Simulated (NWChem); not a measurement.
**the pair CH3NSn···CS2, step by step**

We compute the energy (singlet C2H3NS2Sn, B97-D/STO-3G), then a single-point energy (singlet CH3NSn, B97-D/STO-3G), then a single-point energy (singlet CS2, B97-D/STO-3G), then a single-point energy (singlet CH3NSn, B97-D/STO-3G), then a single-point energy (singlet CS2, B97-D/STO-3G) of C2H3NS2Sn and its partners. 

Program for the calculation: NWChem 7.3.0.

**1. The molecule**

C2H3NS2Sn: 9 atoms, total charge 0, spin state singlet. The two molecules were placed rigidly side by side, at 1.3 times their contact distance; the pair isn't optimised.

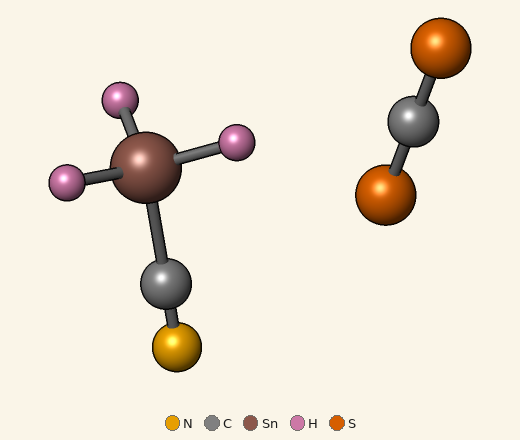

Viewed from a chosen angle; nitrogen amber, carbon grey, tin brown, hydrogen pink, sulfur orange.

**2. A single-point energy at B97-D/STO-3G (run 1)**

The input, run.nw:

```
start run
memory 2200 mb
charge 0

geometry units angstrom noautosym nocenter noautoz
N        2.049980      -0.914020       1.318420
C        1.142580      -0.507420       0.736220
Sn      -0.520920       0.232280      -0.335080
H       -0.152020       1.840780      -0.723680
H       -0.670720      -0.753020      -1.706580
H       -1.848920       0.101380       0.710720
S        2.609340       2.626340      -3.991730
C        3.391530       1.494690      -3.281140
S        4.173720       0.363050      -2.570560
end

basis spherical bse
* library STO-3G
end

dft
xc becke97-d
grid fine
convergence energy 1e-08
iterations 100
mulliken
noprint "final vectors analysis"
end

task dft
```

The run is started by

```console
nwchem run.nw > run.out
```

Output (excerpt; [...] marks lines left out):

```text
[...]
          Wavefunction type:  closed shell.
          No. of atoms     :     9
          No. of electrons :   104
[...]
          Charge           :     0
          Spin multiplicity:     1
[...]
          AO basis - number of functions:    63
[...]
              XC Information
              --------------
                   Becke 97-D Method XC Functional
                  Becke 1997-D Exchange Functional  1.000
                Becke 1997-D Correlation Potential  1.000
[...]
 d= 0,ls=0.0,diis     1  -6887.1508536770 -7.45D+03  5.87D-02  1.65D+00     2.4
[...]
 d= 0,ls=0.0,diis    12  -6887.4039094021 -5.89D-10  6.22D-07  2.01D-09    20.4
         Total DFT energy =    -6887.403909402137
      One electron energy =   -10646.307591281731
           Coulomb energy =     3427.919758196243
    Exchange-Corr. energy =     -235.394292182880
 Nuclear repulsion energy =      566.383338804007
    Dispersion correction =       -0.005122937775
[...]
      Total Density - Mulliken Population Analysis
     ---------------------------------------------
    Atom       Charge   Shell Charges
 -----------   ------   -------------------------------------------------------
    1 N    7     7.22   2.00  1.81  3.41
    2 C    6     6.16   1.99  1.27  2.89
    3 Sn  50    49.24   2.00  2.00  6.00  2.00  5.99  2.01  5.98  1.16  2.19 10.00  9.92
    4 H    1     1.13   1.13
    5 H    1     1.13   1.13
    6 H    1     1.13   1.13
    7 S   16    15.85   2.00  2.00  5.96  1.89  4.01
    8 C    6     6.31   1.99  1.30  3.01
    9 S   16    15.84   2.00  2.00  5.96  1.89  3.99
[...]
```

Wall time 21 s (1 thread of Intel Xeon Platinum 8259CL at 2.50GHz (Skylake/Cascade Lake), shared host); peak memory 0.12 GiB.

**3. CH3NSn: the energy at B97-D/STO-3G (run 2)**

The input, mol.nw:

```
start mol
memory total 2200 mb
geometry units angstrom noautosym nocenter noautoz
N     2.049980   -0.914020    1.318420
C     1.142580   -0.507420    0.736220
Sn   -0.520920    0.232280   -0.335080
H    -0.152020    1.840780   -0.723680
H    -0.670720   -0.753020   -1.706580
H    -1.848920    0.101380    0.710720
end
basis spherical bse
* library STO-3G
end
dft
xc becke97-d
grid fine
convergence energy 1e-08
maxiter 100
mulliken
noprint "final vectors analysis"
end
task dft energy
```

The run is started by

```console
nwchem mol.nw > mol.out
```

Output (excerpt; [...] marks lines left out):

```text
[...]
          Wavefunction type:  closed shell.
          No. of atoms     :     6
          No. of electrons :    66
[...]
          Charge           :     0
          Spin multiplicity:     1
[...]
          AO basis - number of functions:    40
[...]
              XC Information
              --------------
                   Becke 97-D Method XC Functional
                  Becke 1997-D Exchange Functional  1.000
                Becke 1997-D Correlation Potential  1.000
[...]
 d= 0,ls=0.0,diis     1  -6062.0340767422 -6.27D+03  5.95D-02  7.61D-01     1.8
[...]
 d= 0,ls=0.0,diis    10  -6062.1432605545 -3.65D-09  1.10D-07  5.78D-12     9.9
         Total DFT energy =    -6062.143260554506
      One electron energy =    -8778.563553989243
           Coulomb energy =     2690.355664440959
    Exchange-Corr. energy =     -178.338739536266
 Nuclear repulsion energy =      204.406475245143
    Dispersion correction =       -0.003106715099
[...]
      Total Density - Mulliken Population Analysis
     ---------------------------------------------
    Atom       Charge   Shell Charges
 -----------   ------   -------------------------------------------------------
    1 N    7     7.22   2.00  1.81  3.41
    2 C    6     6.16   1.99  1.27  2.89
    3 Sn  50    49.24   2.00  2.00  6.00  2.00  5.99  2.01  5.98  1.16  2.19 10.00  9.92
    4 H    1     1.13   1.13
    5 H    1     1.13   1.13
    6 H    1     1.13   1.13
[...]
```

Run time: 11 s. Hardware: 1 thread of Intel Xeon Platinum 8259CL at 2.50GHz (Skylake/Cascade Lake), shared host; peak memory 0.11 GiB.

**4. CS2: the energy at B97-D/STO-3G (run 3)**

The input, cs2.nw:

```
echo
start cs2
title "CS2 B97-D"
memory 2200 mb

geometry units au noautosym nocenter noautoz
   S      4.93093797     4.96306331    -7.54327646
   C      6.40906284     2.82455474    -6.20045598
   S      7.88718772     0.68606507    -4.85765439
end

basis spherical bse
   * library STO-3G
end

dft
   xc becke97-d
   grid fine
   convergence energy 1e-08
   iterations 100
   mulliken
   print low
end

task dft energy
```

The run is started by

```console
nwchem cs2.nw > cs2.out
```

Output (excerpt; [...] marks lines left out):

```text
[...]
 d= 0,ls=0.0,diis     1   -825.1179214041 -9.34D+02  1.21D-01  8.65D-01     0.4
[...]
 d= 0,ls=0.0,diis    10   -825.2591739407  4.55D-13  1.90D-07  1.17D-11     3.0
         Total DFT energy =     -825.259173940747
      One electron energy =    -1362.599931664403
           Coulomb energy =      485.030527479449
    Exchange-Corr. energy =      -57.055510761544
 Nuclear repulsion energy =      109.366254514057
    Dispersion correction =       -0.000513508305
[...]
      Total Density - Mulliken Population Analysis
     ---------------------------------------------
    Atom       Charge   Shell Charges
 -----------   ------   -------------------------------------------------------
    1 S   16    15.85   2.00  2.00  5.96  1.89  4.00
    2 C    6     6.30   1.99  1.30  3.01
    3 S   16    15.85   2.00  2.00  5.96  1.89  4.00
[...]
```

It took 3.6 s on 1 thread of Intel Xeon Platinum 8259CL at 2.50GHz (Skylake/Cascade Lake), shared host; peak memory 0.11 GiB.

**5. CH3NSn among ghost functions: a single-point energy at B97-D/STO-3G (with ghost functions) (run 4)**

The input, mol.nw:

```
start mol
memory total 2200 mb
geometry units angstroms noautosym nocenter noautoz
  N        2.049980      -0.914020       1.318420
  C        1.142580      -0.507420       0.736220
  Sn      -0.520920       0.232280      -0.335080
  H       -0.152020       1.840780      -0.723680
  H       -0.670720      -0.753020      -1.706580
  H       -1.848920       0.101380       0.710720
  bqS      2.609340     2.626340    -3.991730
  bqC      3.391530     1.494690    -3.281140
  bqS      4.173720     0.363050    -2.570560
end
basis "ao basis" spherical bse
  N library STO-3G
  C library STO-3G
  Sn library STO-3G
  H library STO-3G
  bqS library S STO-3G
  bqC library C STO-3G
end
dft
  xc becke97-d
  grid fine
  convergence energy 1e-08
  iterations 100
  mulliken
  print low
end
task dft energy
```

The run is started by

```console
nwchem mol.nw > mol.out
```

Output (excerpt; [...] marks lines left out):

```text
[...]
 d= 0,ls=0.0,diis     1  -6062.0340791671 -6.27D+03  3.78D-02  7.61D-01     2.1
[...]
 d= 0,ls=0.0,diis    10  -6062.1432644819 -3.68D-09  6.99D-08  5.79D-12    15.0
         Total DFT energy =    -6062.143264481884
      One electron energy =    -8778.563717869847
           Coulomb energy =     2690.355843659638
    Exchange-Corr. energy =     -178.338758801718
 Nuclear repulsion energy =      204.406475245143
    Dispersion correction =       -0.003106715099
[...]
      Total Density - Mulliken Population Analysis
     ---------------------------------------------
    Atom       Charge   Shell Charges
 -----------   ------   -------------------------------------------------------
    1 N    7     7.22   2.00  1.81  3.41
    2 C    6     6.16   1.99  1.27  2.89
    3 Sn  50    49.24   2.00  2.00  6.00  2.00  5.99  2.01  5.98  1.16  2.19 10.00  9.92
    4 H    1     1.13   1.13
    5 H    1     1.13   1.13
    6 H    1     1.13   1.13
    7 X    0     0.00   0.00  0.00 -0.00  0.00  0.00
    8 X    0     0.00   0.00  0.00  0.00
    9 X    0     0.00   0.00  0.00 -0.00  0.00  0.00
[...]
```

Wall time 16 s (1 thread of Intel Xeon Platinum 8259CL at 2.50GHz (Skylake/Cascade Lake), shared host); peak memory 0.12 GiB.

**6. CS2 among ghost functions: the energy at B97-D/STO-3G (with ghost functions) (run 5)**

The input, sp.nw:

```
start sp
memory 2200 mb

geometry units angstroms noautosym nocenter noautoz
   S     2.609340    2.626340   -3.991730
   C     3.391530    1.494690   -3.281140
   S     4.173720    0.363050   -2.570560
   bqN      2.049980    -0.914020     1.318420
   bqC      1.142580    -0.507420     0.736220
   bqSn    -0.520920     0.232280    -0.335080
   bqH     -0.152020     1.840780    -0.723680
   bqH     -0.670720    -0.753020    -1.706580
   bqH     -1.848920     0.101380     0.710720
end

basis spherical bse
   S library STO-3G
   C library STO-3G
   bqN library N STO-3G
   bqC library C STO-3G
   bqSn library Sn STO-3G
   bqH library H STO-3G
end

dft
   xc becke97-d
   grid fine
   convergence energy 1e-08
   maxiter 100
   mulliken
   print low
end

task dft energy
```

The run is started by

```console
nwchem sp.nw > sp.out
```

Output (excerpt; [...] marks lines left out):

```text
[...]
 d= 0,ls=0.0,diis     1   -825.1179299073 -9.34D+02  4.40D-02  8.65D-01     1.5
[...]
 d= 0,ls=0.0,diis    10   -825.2591822813 -6.82D-13  1.11D-07  2.94D-11    11.3
         Total DFT energy =     -825.259182281326
      One electron energy =    -1362.599663913872
           Coulomb energy =      485.030220438480
    Exchange-Corr. energy =      -57.055487575540
 Nuclear repulsion energy =      109.366262277574
    Dispersion correction =       -0.000513507969
[...]
      Total Density - Mulliken Population Analysis
     ---------------------------------------------
    Atom       Charge   Shell Charges
 -----------   ------   -------------------------------------------------------
    1 S   16    15.85   2.00  2.00  5.96  1.89  4.00
    2 C    6     6.30   1.99  1.30  3.01
    3 S   16    15.85   2.00  2.00  5.96  1.89  4.00
    4 X    0     0.00  -0.00  0.00  0.00
    5 X    0     0.00   0.00  0.00  0.00
    6 X    0     0.00   0.00  0.00 -0.00  0.00  0.00  0.00 -0.00  0.00  0.00  0.00 -0.00
    7 X    0     0.00   0.00
    8 X    0    -0.00  -0.00
    9 X    0    -0.00  -0.00
[...]
```

It took 12 s on 1 thread of Intel Xeon Platinum 8259CL at 2.50GHz (Skylake/Cascade Lake), shared host; peak memory 0.12 GiB.

**7. Summary of results**

| quantity | value |
| --- | --- |
| run 1, B97-D/STO-3G: total energy | -6887.40391 Eh |
| run 1, B97-D/STO-3G: dipole moment | 3.69 D |
| run 1, B97-D/STO-3G: dispersion energy | -13.45 kJ/mol |
| CH3NSn: total energy | -6062.14326 Eh |
| CH3NSn: dipole moment | 3.79 D |
| CH3NSn: dispersion energy | -8.16 kJ/mol |
| CS2: total energy | -825.25917 Eh |
| CS2: dispersion energy | -1.35 kJ/mol |
| CH3NSn among ghost functions: total energy | -6062.14326 Eh |
| CH3NSn among ghost functions: dispersion energy | -8.16 kJ/mol |
| CS2 among ghost functions: total energy | -825.25918 Eh |
| CS2 among ghost functions: dispersion energy | -1.35 kJ/mol |
| interaction energy of the rigid parts CH3NSn and CS2 (parts in their own basis; closest atoms 4.35 Å apart) | -0.040 eV |
| interaction energy of the rigid parts CH3NSn and CS2 (parts in the whole basis, counterpoise; closest atoms 4.35 Å apart) | -0.040 eV |

What this shows: The interaction energy of the rigid parts CH3NSn and CS2 (parts in their own basis; closest atoms 4.35 Å apart) is −0.04 eV (−3.9 kJ/mol): the parts attract. Without counterpoise this holds the superposition error of the basis. The interaction energy of the rigid parts CH3NSn and CS2 (parts in the whole basis, counterpoise; closest atoms 4.35 Å apart) is −0.04 eV (−0.9 kcal/mol): the parts attract. The basis-set superposition error is 0.0 kJ/mol. Mulliken charges (run 1, B97-D/STO-3G) run from -0.31 on C8 to +0.76 on Sn3. Relativity is left out (run 1, B97-D/STO-3G) although the molecule holds a heavy atom. Mulliken charges (CH3NSn) run from -0.22 on N1 to +0.76 on Sn3.
